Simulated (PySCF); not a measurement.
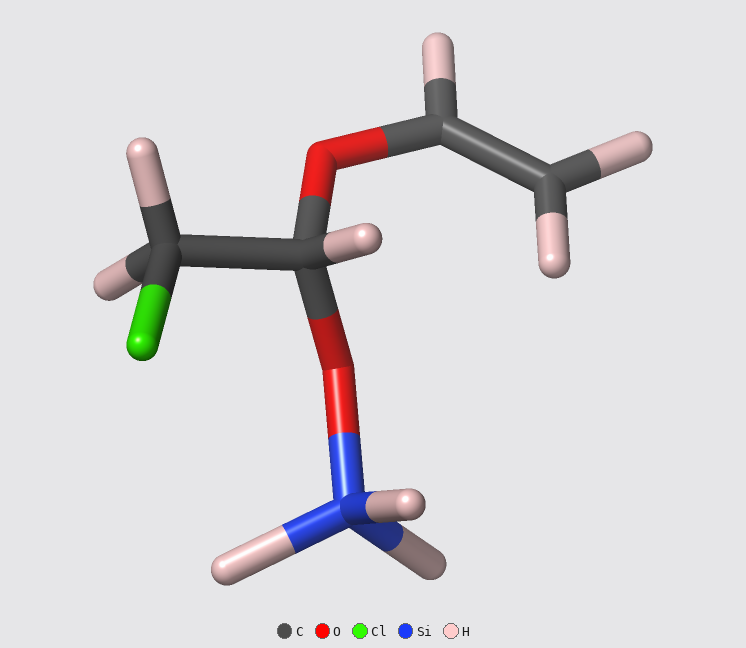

The geometry was computed by an optimisation with GFN2-xTB. No frequency run is at hand to confirm it as a minimum.

Draw it as a skeletal formula.

SMILES: C=CO[C@@H](CCl)O[SiH3]

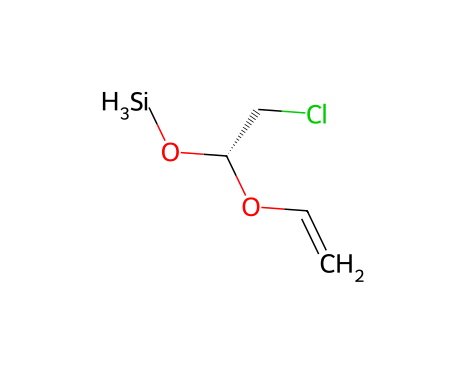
